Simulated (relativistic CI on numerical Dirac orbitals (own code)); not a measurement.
**Ions of tantalum: ground levels and radial parameters**

Aim: one configuration for each member; how do the lowest level, the moment, the spin-orbit parameter and the size of the open shell change?

Method: Dirac-Coulomb-Breit CI, KLI orbitals optimised for each configuration, model QED (radiative potential, 1s self-energy scaled to tabulated hydrogen-like ionisation energies), valence Slater integrals scaled by 0.9. Code: relativistic CI on numerical Dirac orbitals (own code) version 3.

## 1. Starting point

| Quantity | Value |
| --- | --- |
| members | Ta²⁴⁺ [Kr] 4d10 4f3, Ta²⁵⁺ [Kr] 4d10 4f2, Ta²⁶⁺ [Kr] 4d10 4f, Ta²⁸⁺ [Kr] 4d9, Ta²⁹⁺ [Kr] 4d8, Ta³⁰⁺ [Kr] 4d7, Ta³¹⁺ [Kr] 4d6 |
| Slater scale | 0.9 |

## 2. Ta²⁴⁺, [Kr] 4d10 4f3

Input settings:

```ini
atom Ta  Z=73  charge=24  electrons=49
nucleus A=181  rms_radius_fm=5.3507
hamiltonian dirac-coulomb  breit=on  qed=on  c_scale=1
orbitals kli  potential=per-configuration
slater_scale 0.9
correlation none
mixing on
configurations
  [Kr] 4d10 4f3
end
```

Started as:

```bash
$ python run_levels.py task.json out
```

The settings of every run stand in task.json; they run in order.

Results of the run (chosen fields of its result record, rounded):

```text
{
  "status": "converged",
  "levels [i, E_cm, J2, conf, term, w_term, jj, w_jj, g, tau_s]": [
    [0, 0, 9, "4f3", "4I*", 0.8372, "4f5/2^3", 0.8209, 0.7567, "-"],
    [1, 17804.441, 11, "4f3", "4I*", 0.9502, "4f5/2^2 4f7/2", 0.9371, 0.9685, 0.004703],
    [2, 33054.123, 13, "4f3", "4I*", 0.9279, "4f5/2 4f7/2^2", 0.6285, 1.094, 0.006529],
    [3, 34518.924, 3, "4f3", "4F*", 0.6492, "4f5/2^3", 0.7702, 0.6115, "-"],
    [4, 41130.753, 9, "4f3", "2H*", 0.4, "4f5/2^2 4f7/2", 0.7784, 1.005, 0.003143],
    [5, 46283.352, 15, "4f3", "4I*", 0.8203, "4f5/2 4f7/2^2", 0.4976, 1.172, 0.01525],
    [6, 46477.469, 5, "4f3", "4F*", 0.7785, "4f5/2^2 4f7/2", 0.6114, 1, 0.02226],
    [7, 50980.292, 3, "4f3", "4S*", 0.6356, "4f5/2^2 4f7/2", 0.8614, 1.623, 0.01791]
  ],
  "lines, the strongest and those to the lowest levels [upper, lower, type, S_au, A_per_s, branching]": [
    [1, 0, "M1", 16.76, 212.6, 1],
    [2, 1, "M1", 22.42, 153.2, 1],
    [4, 0, "M1", 1.453, 272.7, 0.8572],
    [4, 1, "M1", 1.327, 45.43, 0.1428],
    [5, 2, "M1", 16.8, 65.59, 1]
  ],
  "n_levels_all": 41,
  "total_energy [Ha]": -15345.591804,
  "configurations [conf, odd, states, E_av_cm, breit_Ha, qed_Ha, corr_Ha]": [
    ["4f3", 1, 364, 87161.5, 16.34, 11.11, "-"]
  ],
  "radial 4f3 [Ha, bohr]": {"<r^-3>(4f)": 28.386, "<r^1>(4f)": 0.46538, "<r^2>(4f)": 0.2494, "<r^4>(4f)": 0.10307, "<r^6>(4f)": 0.064052, "F2(4f,4f)": 1.0178, "F4(4f,4f)": 0.66112, "F6(4f,4f)": 0.48268, "zeta(4f)": 0.031762}
}
```

Wall time 0.1 s (1 thread, shared host).

## 3. Ta²⁵⁺, [Kr] 4d10 4f2

Input settings:

```ini
atom Ta  Z=73  charge=25  electrons=48
nucleus A=181  rms_radius_fm=5.3507
hamiltonian dirac-coulomb  breit=on  qed=on  c_scale=1
orbitals kli  potential=per-configuration
slater_scale 0.9
correlation none
mixing on
configurations
  [Kr] 4d10 4f2
end
```

Main fields:

```text
{
  "status": "converged",
  "levels [i, E_cm, J2, conf, term, w_term, jj, w_jj, g, tau_s]": [
    [0, 0, 8, "4f2", "3H", 0.8794, "4f5/2^2", 0.9705, 0.8231, "-"],
    [1, 18316.634, 4, "4f2", "3F", 0.8781, "4f5/2^2", 0.8535, 0.7069, 371],
    [2, 22904.315, 10, "4f2", "3H", 1, "4f5/2 4f7/2", 1, 1.031, 0.003583],
    [3, 34598.693, 8, "4f2", "1G", 0.4888, "4f5/2 4f7/2", 0.9723, 1.081, 0.007889],
    [4, 35625.704, 6, "4f2", "3F", 1, "4f5/2 4f7/2", 1, 1.081, 0.007869],
    [5, 42364.313, 12, "4f2", "3H", 0.9433, "4f7/2^2", 0.6547, 1.155, 0.006414],
    [6, 61584.491, 8, "4f2", "3F", 0.5783, "4f7/2^2", 0.9979, 1.138, 0.002267],
    [7, 67070.975, 4, "4f2", "1D", 0.5763, "4f5/2 4f7/2", 0.7561, 1.123, 0.002539]
  ],
  "lines, the strongest and those to the lowest levels [upper, lower, type, S_au, A_per_s, branching]": [
    [2, 0, "M1", 9.472, 279.1, 1],
    [3, 0, "M1", 0.9801, 121.7, 0.9597],
    [4, 0, "M1", 0.05934, 10.34, 0.08136],
    [4, 1, "M1", 5.841, 116.7, 0.9185],
    [5, 2, "M1", 10.2, 155.9, 1]
  ],
  "n_levels_all": 13,
  "total_energy [Ha]": -15318.869555,
  "configurations [conf, odd, states, E_av_cm, breit_Ha, qed_Ha, corr_Ha]": [
    ["4f2", 0, 91, 48071.9, 16.35, 11.11, "-"]
  ],
  "radial 4f2 [Ha, bohr]": {"<r^-3>(4f)": 29.35, "<r^1>(4f)": 0.45797, "<r^2>(4f)": 0.24099, "<r^4>(4f)": 0.095499, "<r^6>(4f)": 0.056592, "F2(4f,4f)": 1.0377, "F4(4f,4f)": 0.67493, "F6(4f,4f)": 0.49308, "zeta(4f)": 0.03304}
}
```

Run time: 0.096 s. Hardware: 1 thread, shared host.

## 4. Ta²⁶⁺, [Kr] 4d10 4f

Input settings:

```ini
atom Ta  Z=73  charge=26  electrons=47
nucleus A=181  rms_radius_fm=5.3507
hamiltonian dirac-coulomb  breit=on  qed=on  c_scale=1
orbitals kli  potential=per-configuration
slater_scale 0.9
correlation none
mixing on
configurations
  [Kr] 4d10 4f
end
```

Main fields:

```text
{
  "status": "converged",
  "levels [i, E_cm, J2, conf, term, w_term, jj, w_jj, g, tau_s]": [
    [0, 0, 5, "4f", "2F*", 1, "4f5/2", 1, 0.8539, "-"],
    [1, 26488.079, 7, "4f", "2F*", 1, "4f7/2", 1, 1.14, 0.004668]
  ],
  "lines, the strongest and those to the lowest levels [upper, lower, type, S_au, A_per_s, branching]": [
    [1, 0, "M1", 3.418, 214.2, 1]
  ],
  "n_levels_all": 2,
  "total_energy [Ha]": -15290.405858,
  "configurations [conf, odd, states, E_av_cm, breit_Ha, qed_Ha, corr_Ha]": [
    ["4f", 1, 14, 15136, 16.35, 11.11, "-"]
  ],
  "radial 4f [Ha, bohr]": {"<r^-3>(4f)": 30.333, "<r^1>(4f)": 0.45088, "<r^2>(4f)": 0.23311, "<r^4>(4f)": 0.088718, "<r^6>(4f)": 0.050232, "zeta(4f)": 0.034347}
}
```

It took 0.085 s on 1 thread, shared host.

## 5. Ta²⁸⁺, [Kr] 4d9

Input settings:

```ini
atom Ta  Z=73  charge=28  electrons=45
nucleus A=181  rms_radius_fm=5.3507
hamiltonian dirac-coulomb  breit=on  qed=on  c_scale=1
orbitals kli  potential=per-configuration
slater_scale 0.9
correlation none
mixing on
configurations
  [Kr] 4d9
end
```

Main fields:

```text
{
  "status": "converged",
  "levels [i, E_cm, J2, conf, term, w_term, jj, w_jj, g, tau_s]": [
    [0, 0, 5, "4d9", "2D", 1, "4d5/2^5", 1, 1.197, "-"],
    [1, 122061.04, 3, "4d9", "2D", 1, "4d3/2^3 4d5/2^6", 1, 0.7957, 3.412e-05]
  ],
  "lines, the strongest and those to the lowest levels [upper, lower, type, S_au, A_per_s, branching]": [
    [1, 0, "M1", 2.389, 2.929e+04, 0.9995]
  ],
  "n_levels_all": 2,
  "total_energy [Ha]": -15221.106882,
  "configurations [conf, odd, states, E_av_cm, breit_Ha, qed_Ha, corr_Ha]": [
    ["4d9", 0, 10, 48824.4, 16.33, 11.11, "-"]
  ],
  "radial 4d9 [Ha, bohr]": {"<r^-3>(4d)": 146.75, "<r^1>(4d)": 0.45606, "<r^2>(4d)": 0.23788, "<r^4>(4d)": 0.083829, "zeta(4d)": 0.22201}
}
```

It took 0.077 s on 1 thread, shared host.

## 6. Ta²⁹⁺, [Kr] 4d8

Changes to the settings of step 5:

```diff
@@ -1,2 +1,2 @@
-atom Ta  Z=73  charge=28  electrons=45
+atom Ta  Z=73  charge=29  electrons=44
 nucleus A=181  rms_radius_fm=5.3507
@@ -8,3 +8,3 @@
 configurations
-  [Kr] 4d9
+  [Kr] 4d8
 end
```

Main fields:

```text
{
  "status": "converged",
  "levels [i, E_cm, J2, conf, term, w_term, jj, w_jj, g, tau_s]": [
    [0, 0, 8, "4d8", "3F", 0.8933, "4d5/2^4", 0.983, 1.22, "-"],
    [1, 25576.286, 4, "4d8", "1D", 0.4919, "4d5/2^4", 0.9954, 1.163, 74.6],
    [2, 78322.385, 0, "4d8", "3P", 0.5879, "4d5/2^4", 0.9647, "-", 0.4267],
    [3, 116921.78, 6, "4d8", "3F", 1, "4d3/2^3 4d5/2^5", 1, 1.08, 2.561e-05],
    [4, 142957.65, 4, "4d8", "3P", 0.5122, "4d3/2^3 4d5/2^5", 0.9793, 1.137, 4.479e-05],
    [5, 155724.48, 2, "4d8", "3P", 1, "4d3/2^3 4d5/2^5", 1, 1.498, 4.042e-05],
    [6, 161029.91, 8, "4d8", "1G", 0.8933, "4d3/2^3 4d5/2^5", 0.983, 1.023, 7.381e-05],
    [7, 255096.81, 4, "4d8", "3F", 0.5455, "4d3/2^2 4d5/2^6", 0.982, 0.8567, 1.488e-05]
  ],
  "lines, the strongest and those to the lowest levels [upper, lower, type, S_au, A_per_s, branching]": [
    [3, 0, "M1", 6.003, 3.698e+04, 0.947],
    [4, 1, "M1", 2.528, 2.206e+04, 0.9878],
    [5, 1, "M1", 1, 1.983e+04, 0.8014],
    [5, 2, "M1", 1.17, 4879, 0.1972],
    [6, 0, "M1", 1.066, 1.334e+04, 0.9843]
  ],
  "n_levels_all": 9,
  "total_energy [Ha]": -15180.300313,
  "configurations [conf, odd, states, E_av_cm, breit_Ha, qed_Ha, corr_Ha]": [
    ["4d8", 0, 45, 116850, 16.31, 11.12, "-"]
  ],
  "radial 4d8 [Ha, bohr]": {"<r^-3>(4d)": 149.72, "<r^1>(4d)": 0.45217, "<r^2>(4d)": 0.23379, "<r^4>(4d)": 0.080772, "F2(4d,4d)": 1.0144, "F4(4d,4d)": 0.6893, "zeta(4d)": 0.22654}
}
```

Wall time 0.082 s (1 thread, shared host).

## 7. Ta³⁰⁺, [Kr] 4d7

Changes to the settings of step 6:

```diff
@@ -1,2 +1,2 @@
-atom Ta  Z=73  charge=29  electrons=44
+atom Ta  Z=73  charge=30  electrons=43
 nucleus A=181  rms_radius_fm=5.3507
@@ -8,3 +8,3 @@
 configurations
-  [Kr] 4d8
+  [Kr] 4d7
 end
```

Main fields:

```text
{
  "status": "converged",
  "levels [i, E_cm, J2, conf, term, w_term, jj, w_jj, g, tau_s]": [
    [0, 0, 9, "4d7", "4F", 0.639, "4d5/2^3", 0.9726, 1.241, "-"],
    [1, 35819.884, 3, "4d7", "2P", 0.4893, "4d5/2^3", 0.9831, 1.215, "-"],
    [2, 53011.691, 5, "4d7", "2D", 0.4796, "4d5/2^3", 0.9333, 1.232, 0.5059],
    [3, 115436.73, 7, "4d7", "4F", 0.8799, "4d3/2^3 4d5/2^4", 0.9833, 1.195, 2.432e-05],
    [4, 138612.8, 9, "4d7", "2H", 0.3516, "4d3/2^3 4d5/2^4", 0.9649, 1.107, 3.594e-05],
    [5, 142712.79, 3, "4d7", "4F", 0.357, "4d3/2^3 4d5/2^4", 0.9829, 0.9944, 3.097e-05],
    [6, 147479.92, 5, "4d7", "4P", 0.5935, "4d3/2^3 4d5/2^4", 0.9514, 1.384, 5.196e-05],
    [7, 154891.31, 1, "4d7", "4P", 0.5358, "4d3/2^3 4d5/2^4", 0.9952, 1.736, 3.407e-05]
  ],
  "lines, the strongest and those to the lowest levels [upper, lower, type, S_au, A_per_s, branching]": [
    [3, 0, "M1", 7.604, 3.944e+04, 0.9591],
    [4, 0, "M1", 3.864, 2.776e+04, 0.9977],
    [5, 1, "M1", 1.997, 1.645e+04, 0.5094],
    [5, 2, "M1", 3.254, 1.584e+04, 0.4906],
    [6, 1, "M1", 1.676, 1.049e+04, 0.545]
  ],
  "n_levels_all": 19,
  "total_energy [Ha]": -15137.681907,
  "configurations [conf, odd, states, E_av_cm, breit_Ha, qed_Ha, corr_Ha]": [
    ["4d7", 0, 120, 184857, 16.29, 11.12, "-"]
  ],
  "radial 4d7 [Ha, bohr]": {"<r^-3>(4d)": 152.72, "<r^1>(4d)": 0.44836, "<r^2>(4d)": 0.22982, "<r^4>(4d)": 0.077875, "F2(4d,4d)": 1.0226, "F4(4d,4d)": 0.69527, "zeta(4d)": 0.23113}
}
```

Run time: 0.078 s. Hardware: 1 thread, shared host.

## 8. Ta³¹⁺, [Kr] 4d6

Changes to the settings of step 7:

```diff
@@ -1,2 +1,2 @@
-atom Ta  Z=73  charge=30  electrons=43
+atom Ta  Z=73  charge=31  electrons=42
 nucleus A=181  rms_radius_fm=5.3507
@@ -8,3 +8,3 @@
 configurations
-  [Kr] 4d7
+  [Kr] 4d6
 end
```

Main fields:

```text
{
  "status": "converged",
  "levels [i, E_cm, J2, conf, term, w_term, jj, w_jj, g, tau_s]": [
    [0, 0, 8, "4d6", "5D", 0.3901, "4d5/2^2", 0.9421, 1.284, "-"],
    [1, 21866.6, 4, "4d6", "3P", 0.415, "4d5/2^2", 0.9421, 1.306, 228.1],
    [2, 66055.513, 0, "4d6", "3P", 0.4735, "4d5/2^2", 0.8275, "-", 2.083],
    [3, 105271.23, 6, "4d6", "5D", 0.6993, "4d3/2^3 4d5/2^3", 0.9439, 1.383, 3.131e-05],
    [4, 114195.12, 8, "4d6", "5D", 0.407, "4d3/2^3 4d5/2^3", 0.9322, 1.163, 3.102e-05],
    [5, 118911.19, 2, "4d6", "5D", 0.5472, "4d3/2^3 4d5/2^3", 0.9494, 1.337, 3.026e-05],
    [6, 138147.15, 10, "4d6", "3G", 0.5922, "4d3/2^3 4d5/2^3", 0.9976, 1.129, 0.000136],
    [7, 139263.55, 12, "4d6", "3H", 0.693, "4d3/2^3 4d5/2^3", 0.9905, 1.112, 1.218]
  ],
  "lines, the strongest and those to the lowest levels [upper, lower, type, S_au, A_per_s, branching]": [
    [3, 0, "M1", 5.647, 2.539e+04, 0.7947],
    [3, 1, "M1", 2.931, 6552, 0.2051],
    [4, 0, "M1", 7.222, 3.223e+04, 0.9998],
    [5, 1, "M1", 3.751, 3.082e+04, 0.9328],
    [6, 0, "M1", 1.117, 7219, 0.9819]
  ],
  "n_levels_all": 34,
  "total_energy [Ha]": -15093.149353,
  "configurations [conf, odd, states, E_av_cm, breit_Ha, qed_Ha, corr_Ha]": [
    ["4d6", 0, 210, 235539, 16.27, 11.12, "-"]
  ],
  "radial 4d6 [Ha, bohr]": {"<r^-3>(4d)": 155.75, "<r^1>(4d)": 0.44462, "<r^2>(4d)": 0.22597, "<r^4>(4d)": 0.075127, "F2(4d,4d)": 1.0308, "F4(4d,4d)": 0.70117, "zeta(4d)": 0.23577}
}
```

Wall time 0.087 s (1 thread, shared host).

## 9. All members side by side

```tsv
ion	open shell	lowest level	LS (%)	g	moment (μB)	ζ (cm⁻¹)	F² (cm⁻¹)	<r> (bohr)
Ta²⁴⁺	4f	4I°9/2	84	0.757	3.76	6971	223392	0.465
Ta²⁵⁺	4f	3H4	88	0.823	3.68	7251	227740	0.458
Ta²⁶⁺	4f	2F°5/2	100	0.854	2.53	7538	-	0.451
Ta²⁸⁺	4d	2D5/2	100	1.197	3.54	48720	-	0.456
Ta²⁹⁺	4d	3F4	89	1.220	5.46	49720	222627	0.452
Ta³⁰⁺	4d	4F9/2	64	1.241	6.17	50730	224434	0.448
Ta³¹⁺	4d	5D4 + 3F	39	1.284	5.74	51750	226226	0.445
```

ζ, F² and <r> are unscaled and averaged over j; the moment is g√(J(J+1)) of the lowest level.

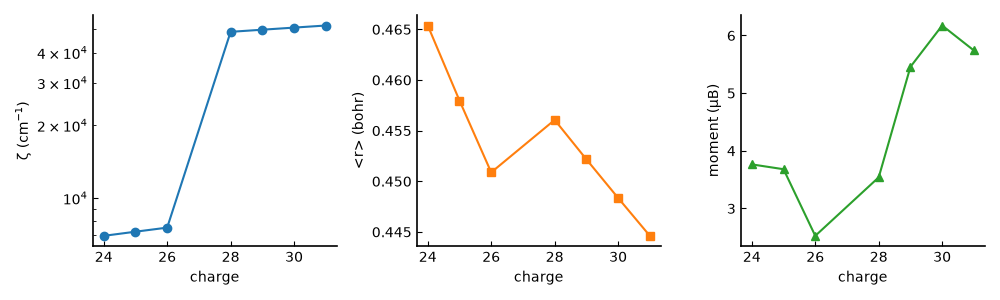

Spin-orbit parameter, mean radius of the open shell and free-ion moment.

## 10. Results

```
           quantity                                                                                       value
      lowest levels  Ta²⁴⁺ 4I°9/2, Ta²⁵⁺ 3H4, Ta²⁶⁺ 2F°5/2, Ta²⁸⁺ 2D5/2, Ta²⁹⁺ 3F4, Ta³⁰⁺ 4F9/2, Ta³¹⁺ 5D4 + 3F
     largest moment                                                                             6.17 μB (Ta³⁰⁺)
  ζ, first and last                                                                      4f 6970, 4d 51700 cm⁻¹
<r>, first and last                                                                     4f 0.465, 4d 0.445 bohr
```

In words: The open shell changes along the series (4f, 4d), so ζ and <r> compare only within one shell. The largest moment belongs to Ta³⁰⁺. For Ta³⁰⁺, Ta³¹⁺ the LS label holds under 70 % of the lowest level: spin-orbit coupling mixes terms.
